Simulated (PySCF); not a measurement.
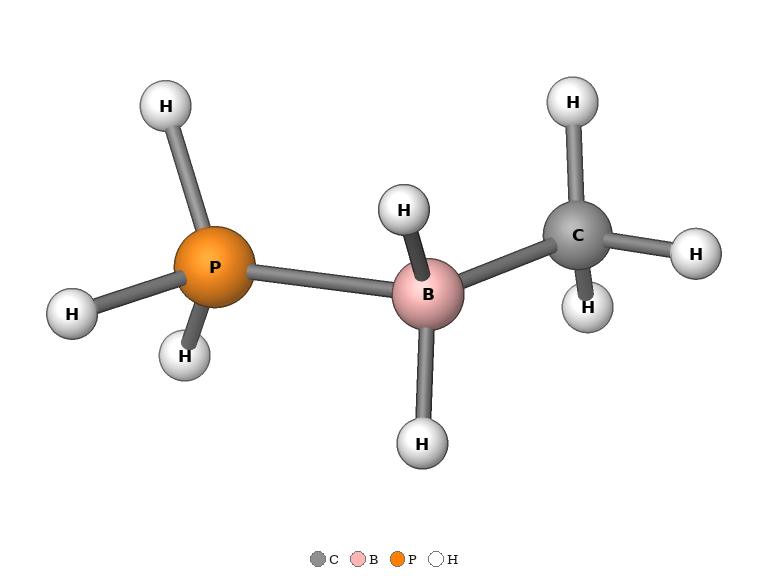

Ball-and-stick drawing of a structure. Every bond is drawn as one stick, whatever its order.

Computed geometry: PBE0-D3(BJ)/def2-SVP optimisation. No frequency run is at hand to confirm it as a minimum.

Give the formula.

CH8BP, 11 atoms: 1 carbon, 8 hydrogen, 1 boron and 1 phosphorus.

What is the point group of this geometry?

Cs.

The parts below concern this one geometry. Atoms keep their numbers from picture to picture.

## Geometry

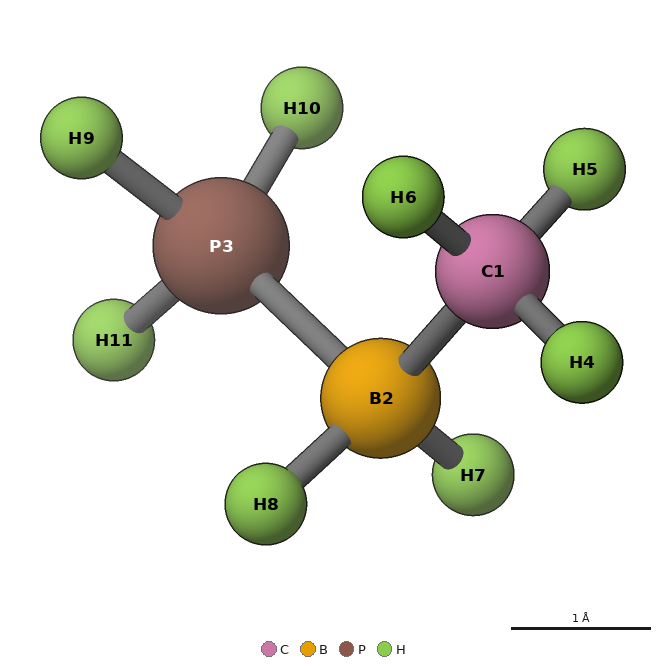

Numbered structure. No frequency run is at hand to confirm it as a minimum.

How are the neighbours of atom 2 arranged?

B2 has 4 neighbours (C1 at 1.61, P3 at 1.95, H7 at 1.23, H8 at 1.23 Å); the arrangement is tetrahedral.

What is the geometry at C1?

C1 has 4 neighbours (B2 at 1.61, H4 at 1.10, H5 at 1.10, H6 at 1.10 Å); the arrangement is tetrahedral.

What is the geometry at P3?

P3 has 4 neighbours (B2 at 1.95, H9 at 1.42, H10 at 1.42, H11 at 1.42 Å); the arrangement is tetrahedral.

## Polarisability

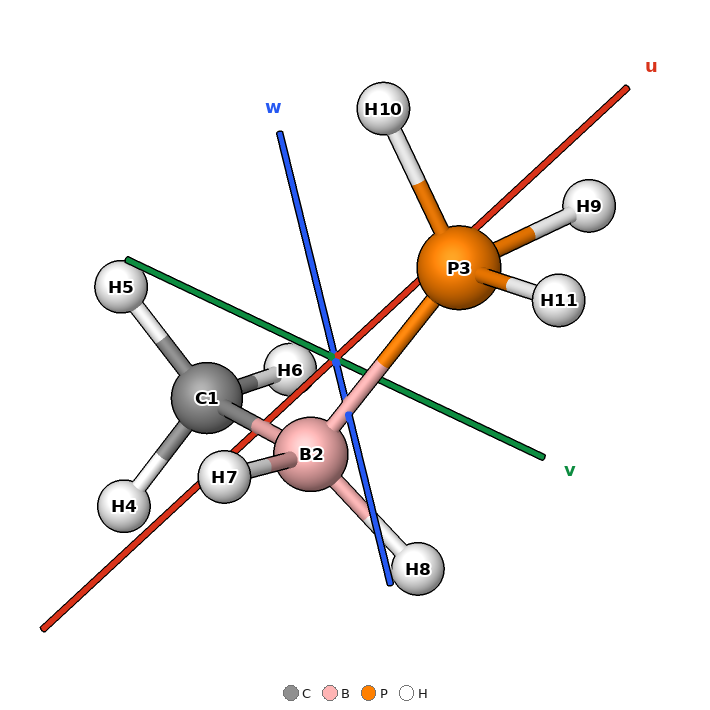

The lines u, v and w are the principal axes of the static dipole polarisability. No frequency run is at hand to confirm it as a minimum. Level of theory: PBE0/def2-SVP (PySCF 2.14.0).

Along which axis is the molecule most polarisable, and along which least?

Most along u, least along v.

Give the three principal values.

u 61.2, v 45.9, w 48.5 bohr³; mean 51.9, anisotropy 14.2 bohr³.

## Excitation

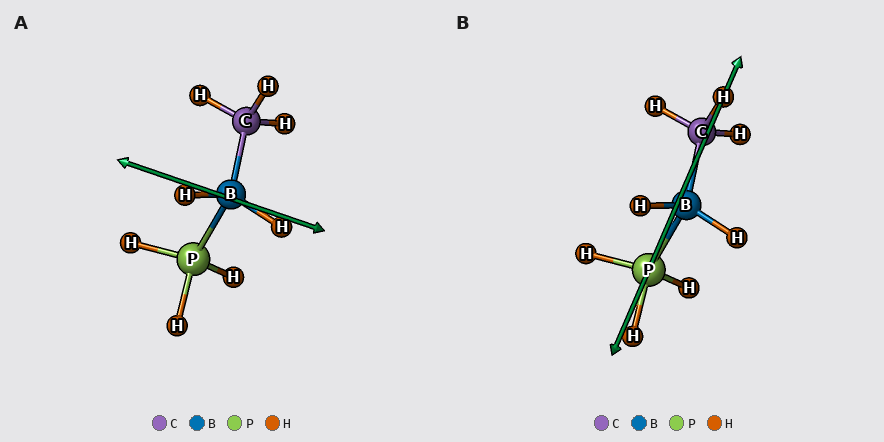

The double arrows show the directions of two transition dipoles from the ground state (lengths mean nothing). No frequency run is at hand to confirm it as a minimum. Properties computed with TDDFT LC-wPBE/def2-SVPD, vertical, gas phase, core orbitals frozen in the response (PySCF 2.14.0).

One belongs to singlet state 4 and one to singlet state 7. Which is which?

A: state 4, 8.24 eV (150 nm), oscillator strength 0.025, of mixed character, with the largest part HOMO−1 → LUMO+3 (weight 0.28).
B: state 7, 8.54 eV (145 nm), oscillator strength 0.076, of mixed character, with the largest part HOMO → LUMO+3 (weight 0.29).

## NMR shielding

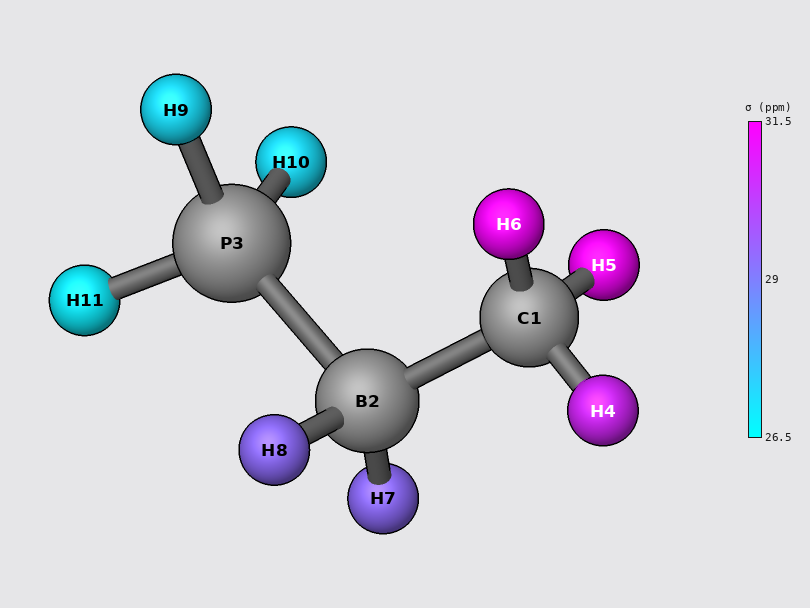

Atoms are coloured by their isotropic NMR shieldings (H only, the others grey). No frequency run is at hand to confirm it as a minimum. Method: GIAO OPBE/pcSseg-2 NMR shielding, non-relativistic, gas phase (PySCF 2.14.0).

Which H atom is the most shielded (lowest chemical shift)?

H5, H6 (31.40 to 31.41 ppm).

Which H atom is the least shielded (highest chemical shift)?

H11 (26.82 ppm).

How wide is the range of H shifts?

4.59 ppm.

List the isotropic NMR shieldings of the H atoms.

```json
{"atom": "H4", "σ (ppm)": "30.73"}
{"atom": "H5", "σ (ppm)": "31.41"}
{"atom": "H6", "σ (ppm)": "31.40"}
{"atom": "H7", "σ (ppm)": "29.34"}
{"atom": "H8", "σ (ppm)": "29.34"}
{"atom": "H9", "σ (ppm)": "27.07"}
{"atom": "H10", "σ (ppm)": "27.06"}
{"atom": "H11", "σ (ppm)": "26.82"}
```
